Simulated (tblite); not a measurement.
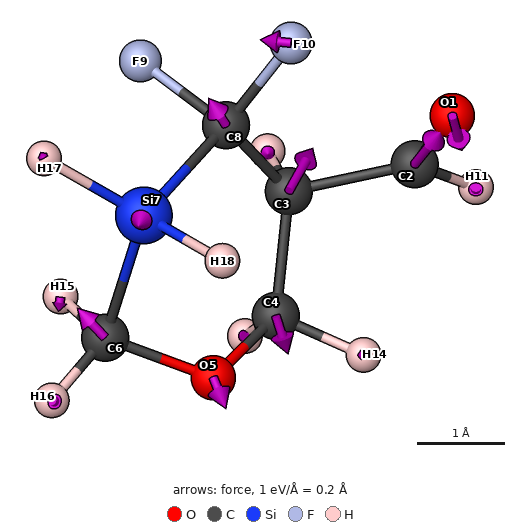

Starting geometry of C₅H₈F₂O₂Si with the computed forces as purple arrows. A ball-and-stick model, seen at a tilt.

These are results of GFN2-xTB geometry optimisation, gas phase (tblite 0.8.0), not measurements. 

Q: Is this structure relaxed? If not, where do the atoms go?

A: It isn't relaxed: the largest force vector, on a C atom, is 4.40 eV/Å. The final displacements have little in common with the starting forces (cosine between the two patterns 0.06). The largest move after the best rigid fit is that of an O atom, 1.81 Å. Largest moves by element: O 1.81 Å, H 1.51 Å, C 0.85 Å, F 0.74 Å, Si 0.27 Å. Near-neighbour distances that change, for instance: O–Si 3.920 → 2.642 Å, C–C 1.467 → 1.556 Å, C–Si 1.870 → 1.939 Å, C–C 1.464 → 1.526 Å. Among the angles between lasting bonds that change: O–C–Si 100.5° → 114.6°, C–C–C 122.7° → 108.8°, C–Si–H 107.4° → 121.2°. Groups turn about C–C by about 70°, C–C by about 50°, C–Si by about 40°. The energy falls by 38.7 kcal/mol in 97 geometry steps.
